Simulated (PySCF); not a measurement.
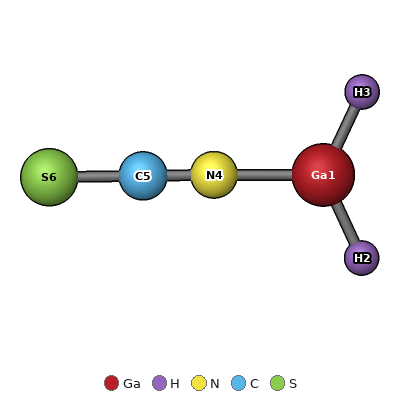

Structure of CH₂GaNS, singlet.

Kohn-Sham orbital energies near the frontier, CAM-B3LYP/def2-SVPD, PySCF, at a PBE0-D3(BJ)/def2-SVP geometry (no frequency check), isolated molecule; empty levels in grey, levels within 0.03 eV side by side.

Where do the frontier orbitals lie?

Answer. HOMO at −8.40 eV, LUMO at −1.42 eV, 6.98 eV apart.

On which atoms do HOMO and LUMO mostly sit?

Answer. HOMO: S6 56 %, N4 20 %, C5 18 %. LUMO: Ga1 58 %, N4 10 %, H3 9 % (Löwdin shares).

List the levels with the atoms that carry most of them (a dash for levels above zero or within 0.03 eV of another, where shares mean little).

Answer.
```
orbital  energy (eV)               Löwdin shares
 LUMO+1         0.63                           –
   LUMO        −1.42   Ga1 58 %, N4 10 %, H3 9 %
   HOMO        −8.40   S6 56 %, N4 20 %, C5 18 %
 HOMO−1        −8.60   S6 57 %, N4 20 %, C5 20 %
 HOMO−2       −10.90  Ga1 37 %, H3 25 %, H2 24 %
```

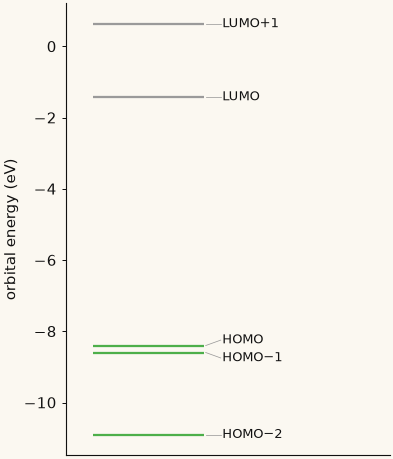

Known limits of this run: empty levels above zero depend strongly on the basis.
